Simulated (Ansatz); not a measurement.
CH₅FOSi₂: several calculations on one system

### Relaxation

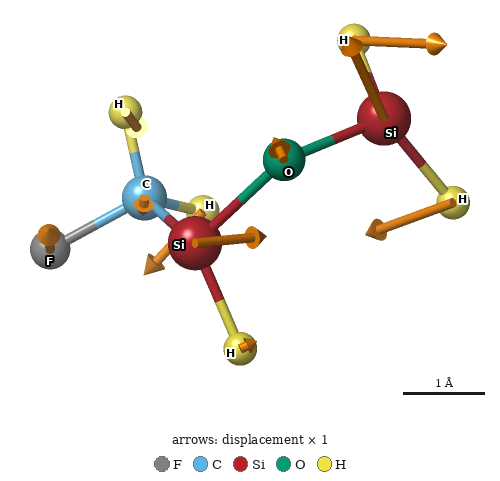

This is a relaxation of CH5FOSi2. The starting structure is drawn; orange arrows show the displacements, at their true length. The two geometries are superimposed by the best rigid fit.

The picture is a ball-and-stick view, seen at a tilt.

The run prepares an end point of a later path (inversion) calculation, from a guessed geometry.

Level of theory: RKS BLYP/def2-SVP (Ansatz). (no spin polarisation; force threshold 0.015 eV/Å; at most 40 steps)

Q: What did the optimiser do to the structure, and how much energy did it gain?

A: An H atom moves most after the best rigid fit: 1.72 Å. By element the largest moves are H 1.72 Å, Si 1.58 Å, F 0.87 Å, O 0.44 Å, C 0.31 Å. Some distances before and after: H–Si 1.504 → 3.672 Å, H–Si 3.336 → 1.504 Å, Si–Si 2.821 → 3.243 Å, O–Si 1.541 → 1.690 Å. New bonds form: H–Si (3.34 → 1.50 Å). Bonds break: H–Si (1.50 → 3.67 Å). Among the angles between lasting bonds that change: Si–O–Si 123.5° → 147.2°, O–Si–H 111.7° → 98.1°, C–Si–O 113.3° → 109.7°. Groups turn about O–Si by about 70°. After 28 accepted moves (30 points after the start) the energy has fallen by 2.702 eV. Largest force component: 5.5 eV/Å at the start, 0.0085 eV/Å at the end. The line search rejected the trial steps at points 17, 24 of the run.

### Relaxation

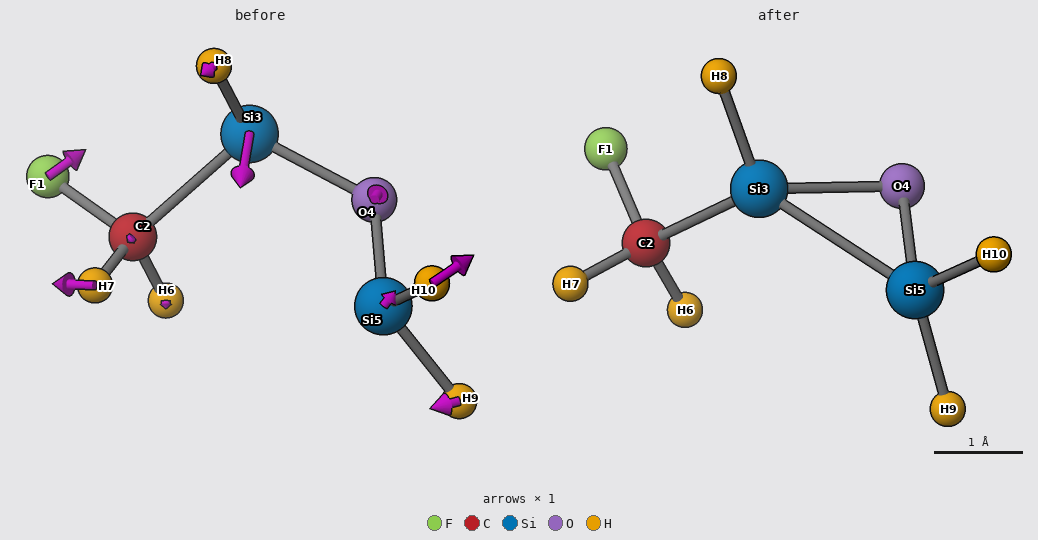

The structure of CH5FOSi2 before (left) and after (right) a relaxation, at one scale. The purple arrows give the displacements, at their true length.

A ball-and-stick model, seen at a tilt.

The run prepares an end point of a later path (inversion) calculation, from a guessed geometry.

These are results of Ansatz, RKS BLYP/def2-SVP, not measurements. Settings: no spin polarisation; force threshold 0.015 eV/Å; at most 40 steps.

### Describe what moved and what it gained.

The atom that moves furthest after the best rigid fit is Si3 (0.92 Å). By element the largest moves are Si 0.92 Å, H 0.63 Å, F 0.57 Å, O 0.34 Å, C 0.10 Å. Some distances before and after: Si3–Si5 2.821 → 2.241 Å, O4–Si5 1.541 → 1.746 Å, Si3–O4 1.660 → 1.740 Å, Si3–H8 1.431 → 1.498 Å. New bonds form: Si3–Si5 (2.82 → 2.24 Å). Among the angles between lasting bonds that change: Si3–O4–Si5 123.5° → 80.0°, O4–Si3–H8 108.8° → 114.1°, H9–Si5–H10 105.7° → 110.1°. Over 13 geometry steps the energy falls by 61.6 kcal/mol. Largest force component: 5.3 eV/Å at the start, 0.015 eV/Å at the end. Cost: 38 s on 2 threads of Arm Neoverse V1 (shared host), peak memory 0.19 GiB.

### Path

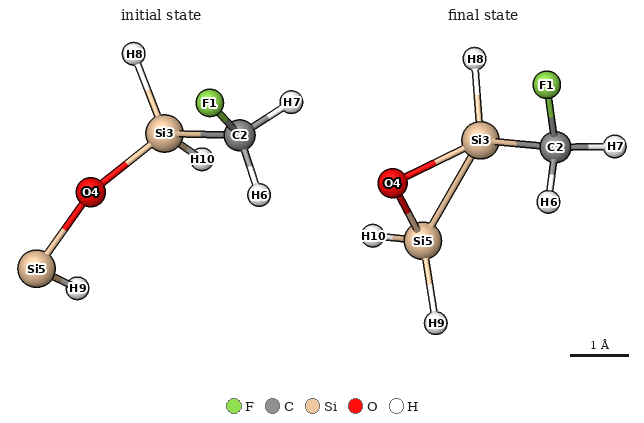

The two relaxed end points of a path for CH5FOSi2. Style: ball-and-stick. Shown from a free direction.

Computed with RKS BLYP/def2-SVP in Ansatz.

The input:
```yaml
crystal:
  periodic: [false, false, false]
  atoms:
    - { symbol: F, position_ang: [-0.49394, -2.29325, -0.837449] }
    - { symbol: C, position_ang: [-0.606714, -1.47594, 0.298877] }
    - { symbol: Si, position_ang: [-0.518218, 0.369509, -0.189931] }
    - { symbol: O, position_ang: [1.022143, 0.72675, -0.787352] }
    - { symbol: Si, position_ang: [2.41635, 1.670867, -0.647502] }
    - { symbol: H, position_ang: [0.198378, -1.74186, 1.022372] }
    - { symbol: H, position_ang: [-1.579564, -1.683987, 0.804718] }
    - { symbol: H, position_ang: [-1.511089, 0.638227, -1.275929] }
    - { symbol: H, position_ang: [1.973788, 2.536662, 0.588636] }
    - { symbol: H, position_ang: [-0.818134, 1.202023, 1.026559] }
basis:
  gaussian: { orbitals: def2-SVP }
hamiltonian:
  xc: blyp
neb:
  order_check: false
  images: 7
  f_tol: 0.03
  max_iterations: 60
  initial_path: idpp
  final_atoms:
    - { symbol: F, position_ang: [-0.79498605, -2.54821787, -0.78330994] }
    - { symbol: C, position_ang: [-0.47379518, -1.66252013, 0.26159025] }
    - { symbol: Si, position_ang: [-0.54008736, 0.13946016, -0.38505969] }
    - { symbol: O, position_ang: [0.94111565, 0.72977288, -1.08035548] }
    - { symbol: Si, position_ang: [0.80397416, 1.79915342, 0.29243119] }
    - { symbol: H, position_ang: [0.54316704, -1.89894934, 0.6468725] }
    - { symbol: H, position_ang: [-1.19620857, -1.81160469, 1.09719468] }
    - { symbol: H, position_ang: [-1.7393156, 0.30845377, -1.26615567] }
    - { symbol: H, position_ang: [1.9129942, 1.65117549, 1.29133653] }
    - { symbol: H, position_ang: [0.6261417, 3.24227733, -0.07154537] }
```

Run as
```bash
ansatz run input.yaml --threads 2 --pin off --max-ram 3072MiB --backend cpu --events-out ev --progress --plain --runs-dir out
```

Q: Predict the minimum-energy path and its barrier.

A: The energy climbs by 30.5 kcal/mol to image 6 and then falls by 22.9 kcal/mol, so the end point sits at +7.6 kcal/mol. Breaking: Si3–H10 (1.50 → 2.75 at the top → 3.33 Å). Forming: Si3–Si5 (3.24 → 2.41 at the top → 2.24 Å), Si5–H10 (3.67 → 1.51 at the top → 1.50 Å). The band converged in 12 iterations. The largest component of the band force went from 3.9 to 0.027 eV/Å. The climbing image converged on the top of the path. Its vibrational analysis gives one imaginary mode (527i cm⁻¹), as a transition state must have.

Energies of the converged images:

| image | path (Å) | E (kcal/mol) |
| --- | --- | --- |
| 0 | 0.00 | 0.0 |
| 1 | 0.80 | 0.2 |
| 2 | 1.61 | 0.8 |
| 3 | 2.41 | 5.3 |
| 4 | 3.22 | 15.7 |
| 5 | 4.02 | 25.1 |
| 6 | 4.82 | 30.5 |
| 7 | 5.42 | 15.2 |
| 8 | 6.03 | 7.6 |

The geometry at the top of the path:

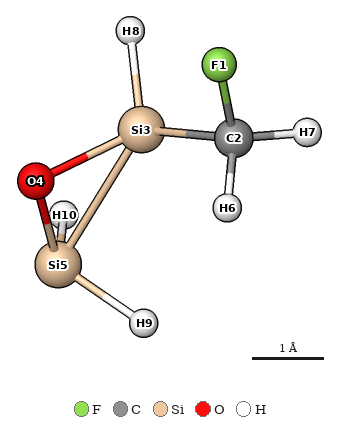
